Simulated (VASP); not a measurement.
Band structure of TaS2. Method: PBE GGA, VASP's PBE PAW potentials (set 64) (plane waves; VASP).

The cell holds a wide vacuum, so values per volume refer to the whole cell. Unless said otherwise, spin-orbit coupling is left out, though it shifts the bands of the heavy elements here.

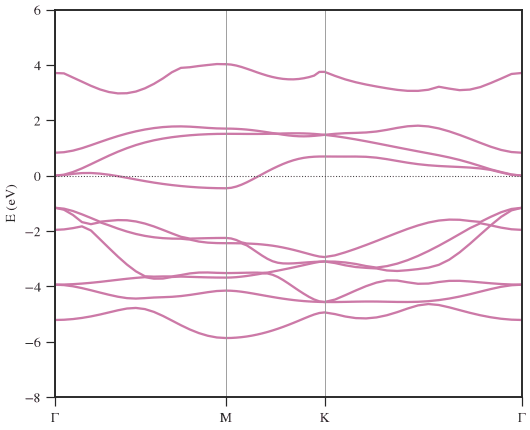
*Bands along high-symmetry lines, zero at the valence-band maximum or, without a gap, the Fermi level*

Q: Read the plot: is there a gap, and where are the band edges?

A: It has no gap at this level: it comes out as a metal or semimetal.

The cell is a sheet with vacuum, built from a generated structure.
